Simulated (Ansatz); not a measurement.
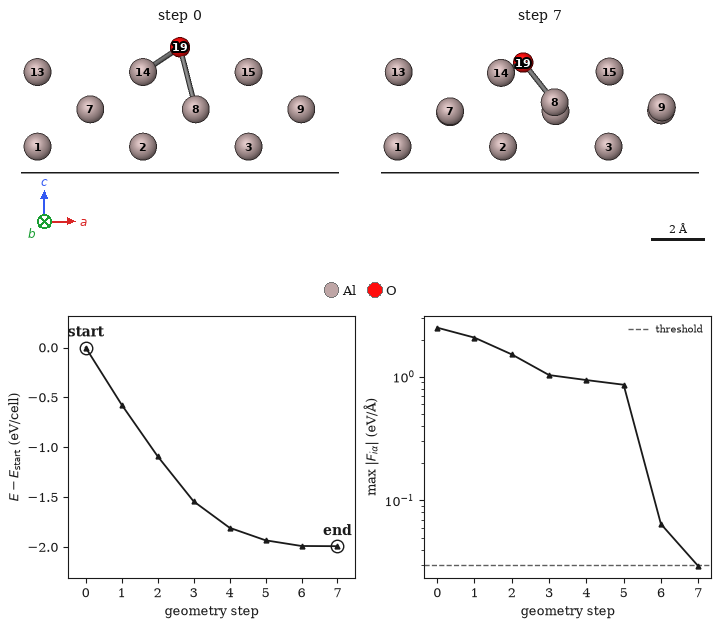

First and last geometry of a constrained relaxation of a slab of composition Al18O, with the history of the run. Style: ball-and-stick. Shown: the cell of the calculation, outlined in the plane, without the vacuum (origin shifted), along the b axis.

It is O on Al(110), set down by a guess. The run prepares an end point of a later path (adatom hop) calculation, from a guessed geometry. 6 atoms are held fixed.

Method: DFT PBE, scalar-relativistic, plane waves, PAW in Ansatz.

The input:
```yaml
crystal:
  lattice:
    - [12.15, 0.0, 0.0]
    - [0.0, 5.727565, 0.0]
    - [0.0, 0.0, 14.863782]
  atoms:
    - { symbol: Al, position: [0.0, 0.0, 0.0672776] }
    - { symbol: Al, position: [0.3333333, 0.0, 0.0672776] }
    - { symbol: Al, position: [0.6666667, 0.0, 0.0672776] }
    - { symbol: Al, position: [0.0, 0.5, 0.0672776] }
    - { symbol: Al, position: [0.3333333, 0.5, 0.0672776] }
    - { symbol: Al, position: [0.6666667, 0.5, 0.0672776] }
    - { symbol: Al, position: [0.1666667, 0.25, 0.1636119] }
    - { symbol: Al, position: [0.5, 0.25, 0.1636119] }
    - { symbol: Al, position: [0.8333333, 0.25, 0.1636119] }
    - { symbol: Al, position: [0.1666667, 0.75, 0.1636119] }
    - { symbol: Al, position: [0.5, 0.75, 0.1636119] }
    - { symbol: Al, position: [0.8333333, 0.75, 0.1636119] }
    - { symbol: Al, position: [0.0, 0.0, 0.2599461] }
    - { symbol: Al, position: [0.3333333, 0.0, 0.2599461] }
    - { symbol: Al, position: [0.6666667, 0.0, 0.2599461] }
    - { symbol: Al, position: [0.0, 0.5, 0.2599461] }
    - { symbol: Al, position: [0.3333333, 0.5, 0.2599461] }
    - { symbol: Al, position: [0.6666667, 0.5, 0.2599461] }
    - { symbol: O, position: [0.4500577, 0.3486181, 0.3238599] }
basis:
  ecutwfc: 420.0
kpoints:
  mp_grid: { grid: [2, 4, 1] }
hamiltonian:
  xc: pbe
scf:
  occupations: { method: gaussian, width: 0.05 }
  lower_state_search: "off"
relax:
  f_tol: 0.03
  max_steps: 60
  adjacent_minimum: "off"
  constraints: [{ sites: [0, 1, 2, 3, 4, 5] }]
```

Run as
```bash
ansatz run input.yaml --threads 2 --pin off --max-ram 5120MiB --backend cpu --events-out ev --progress --plain --runs-dir out
```

**Read the history and describe the run.**

It converged. O19 moves most: 1.03 Å at 56° to the normal (−c side). Largest moves by element: O 1.03 Å, Al 0.28 Å. The lattice vectors keep their values. Near-neighbour distances that change, for instance: Al14–O19 2.627 → 1.832 Å, Al8–O19 2.522 → 1.944 Å, Al17–O19 1.915 → 1.833 Å. New bonds form, among them: Al14–O19 (2.63 → 1.83 Å). The energy falls by 1.991 eV per cell of the calculation in 7 geometry steps. The largest force component goes from 2.5 to 0.029 eV/Å. The run took 49 s on 2 threads of AMD EPYC 7B13 (Zen 3) (shared host), peak memory 1.1 GiB.

Limits of the set-up: the periodic images lie only 5.7 Å apart, so the values are limited by the cell's size.
